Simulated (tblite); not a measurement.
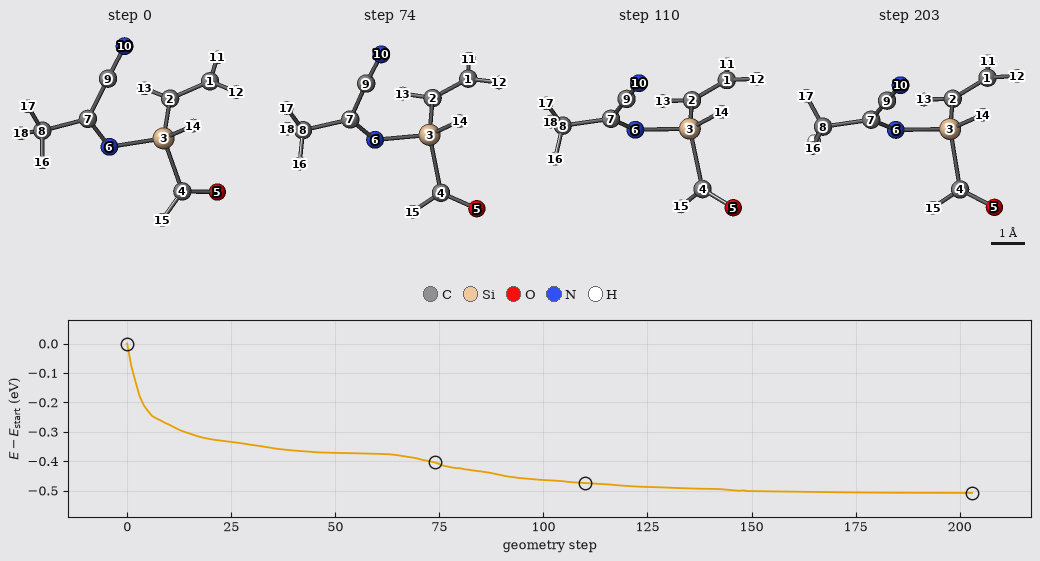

Frames of a relaxation of C6H8N2OSi, marked on the history of the run. The picture is a ball-and-stick view, seen at a tilt.

All numbers below come from GFN2-xTB geometry optimisation, gas phase (tblite 0.8.0). 

What happens along the run?

After 203 geometry steps the energy has fallen by 0.508 eV. The largest move after the best rigid fit is that of N10, 2.02 Å. By element the largest moves are N 2.02 Å, O 1.19 Å, C 1.17 Å, H 0.89 Å, Si 0.35 Å. Among the contacts that change: Si3–C4 1.874 → 1.927 Å, Si3–N6 1.758 → 1.711 Å, C2–Si3 1.842 → 1.885 Å, C8–H16 1.124 → 1.090 Å. Among the angles between lasting bonds that change: Si3–N6–C7 122.7° → 137.8°, C2–Si3–N6 114.3° → 103.3°, C1–C2–Si3 116.0° → 124.2°. Groups turn about C7–C8 by about 65°, Si3–N6 by about 50°, Si3–C4 by about 45°. From step 0 to 74: O5 moves most (0.91 Å), energy −0.404 eV. From step 74 to 110: N10 moves most (1.26 Å), energy −0.070 eV. From step 110 to 203: H atoms move most (0.63 Å), energy −0.034 eV.

```tsv
step	E − E(0), eV
0	0.0000
1	-0.0767
2	-0.1292
3	-0.1788
4	-0.2098
5	-0.2294
6	-0.2461
7	-0.2542
8	-0.2607
9	-0.2689
10	-0.2749
20	-0.3248
30	-0.3445
40	-0.3636
51	-0.3718
61	-0.3750
71	-0.3956
81	-0.4270
91	-0.4506
101	-0.4641
112	-0.4757
122	-0.4856
132	-0.4908
142	-0.4945
152	-0.5019
162	-0.5036
173	-0.5058
183	-0.5070
193	-0.5072
203	-0.5077
```
